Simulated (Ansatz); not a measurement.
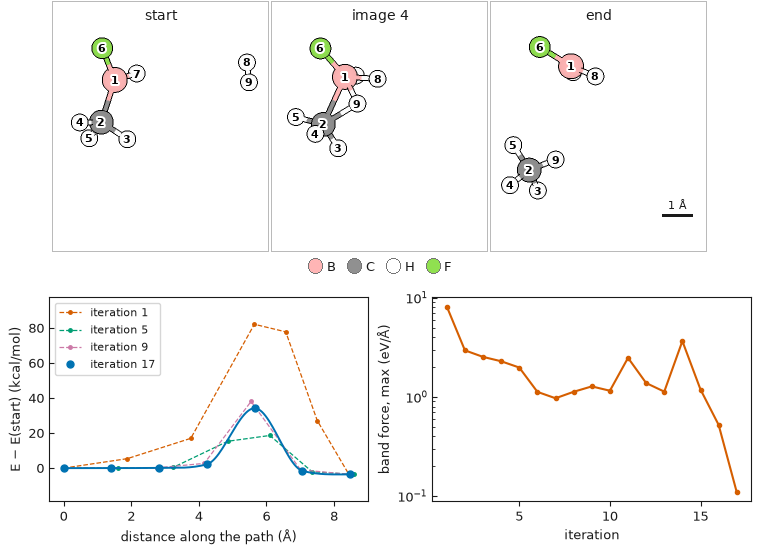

NEB run on CH6BF, made up at the start of CH4BF and H$_{2}$. Images are numbered from 0 (start) to 6 (end). The plot follows the band through its iterations. The picture is a ball-and-stick view, seen at a tilt.

The calculation used Ansatz, RKS B3LYP/def2-TZVP. Settings: 5 movable images; climbing image; force threshold 0.5 eV/Å; iteration limit 60; starting path through a guess of the saddle point.

How did the profile develop, and is the result final?

Answer. The run met only a loose threshold, so the barrier can't be trusted yet. The band converged in 17 iterations. The largest component of the band force went from 8.2 to 0.11 eV/Å. The climbing image converged on the top of the path. Its curvatures weren't checked. The force threshold is so loose that the height of the top is at best an upper bound. The first iteration put the highest image at 82.1 kcal/mol. The highest point, image 4, lies 34.2 kcal/mol above the start and 37.8 kcal/mol above the end; the end is at −3.6 kcal/mol relative to the start.

Limits of the set-up: the start holds two separate molecules, 5.3 Å apart at their closest, whose relative position is a soft coordinate and is computed without a dispersion correction.
